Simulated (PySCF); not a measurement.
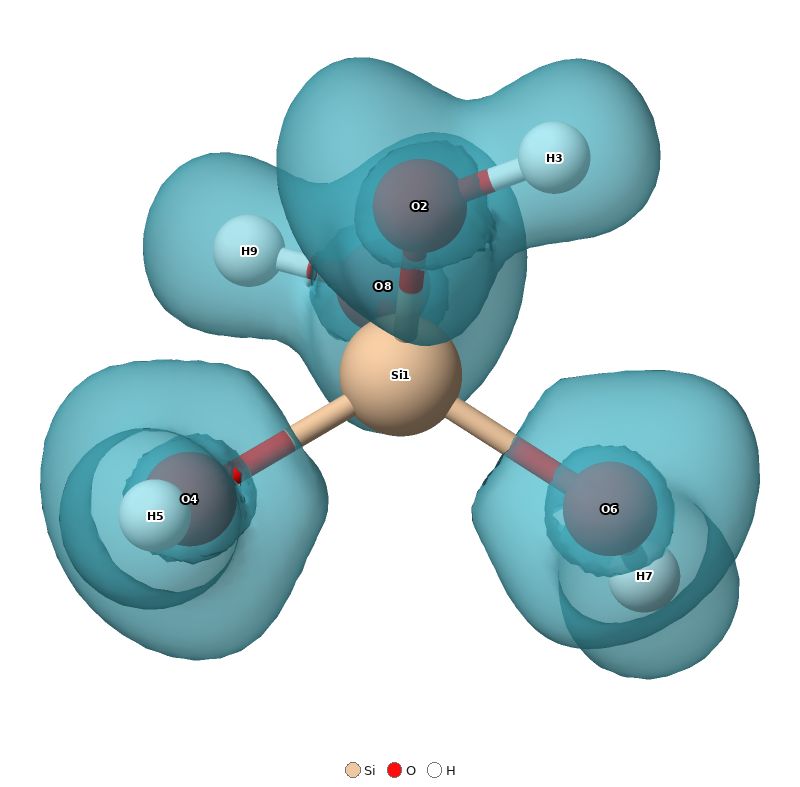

*H₄O₄Si (Si(OH)4). Isosurface of the electron localisation function at 0.75 (cyan), seen from one side. Core shells and regions of very low density are left out.*

Geometry: PBE0-D3(BJ)/def2-SVP.

Level of theory: PySCF, wB97X-D/def2-SVPD, SCF density, gas phase.

Input

```
{"job": {"kind": "uv", "xc": "wB97X-D", "basis": "def2-SVPD", "ip": false, "nstates": 10}, "charge": 0, "multiplicity": 1}
Si     0.014518    -0.006479    -0.001839
O     -0.005286     0.085441     1.643280
H     -0.813988     0.440331     2.023364
O      1.602002    -0.043711    -0.442762
H      2.195516     0.461029     0.120743
O     -0.862333     1.278232    -0.546288
H     -1.223695     1.177573    -1.431731
O     -0.675605    -1.347640    -0.664029
H     -0.098400    -2.114206    -0.726389
```

Command:

```sh
OMP_NUM_THREADS=1 python probes_run.py task.json out
```

> Where are the electrons localised?

The surface consists of four joined regions spread over several atoms (H, O), in which their bonds and any lone pairs are merged. Profiles from the grid: Si–O (1.65 Å): the ELF peaks at about 0.90 between the atoms (a shared but strongly polarised pair). O–H (0.96 Å): the ELF climbs to about 1 towards the hydrogen, as it does in any bond to H; an ordinary covalent bond to hydrogen.
